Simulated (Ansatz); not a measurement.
BN (h-BN type, space group P6_3/mmc)

```
CELL_PARAMETERS angstrom
      2.50580     0.00000     0.00000
     -1.25290     2.17009     0.00000
      0.00000     0.00000     6.61621
ATOMIC_POSITIONS crystal
  B  0.33333 0.66667 0.25000
  B  0.66667 0.33333 0.75000
  N  0.33333 0.66667 0.75000
  N  0.66667 0.33333 0.25000
```

The volume is varied about the relaxed value V₀ at fixed cell shape. Symmetry pins the atoms to their sites.

These are PBE-D3(BJ) (plane waves to 420 eV, PAW, scalar-relativistic; Ansatz, a program for electronic structure) values and carry that method's errors. k mesh 15×15×5 (Γ-centred), Fermi-Dirac smearing 0.05 eV. Energies are smeared free energies. With the shape held, the modulus is that of even scaling; a crystal free to change shape is softer. BN was relaxed with its symmetry unable to fall. The PAW data are Ansatz's earlier set. The zero of ΔE is the relaxed starting cell.

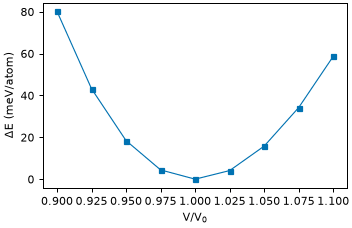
*ΔE (meV/atom) against V/V₀; computed points joined by lines.*

Problem. What is ΔE at V/V₀ = 1.100?

Solution. About 59 meV/atom.

Problem. What is ΔE at V/V₀ = 0.900?

Solution. About 80 meV/atom.

Problem. What bulk modulus at fixed cell shape B₀ follows from a third-order Birch-Murnaghan fit?

Solution. About 240 GPa.

(A scan under strain: stresses follow from slopes of the energy per volume, elastic moduli from its curvatures.)
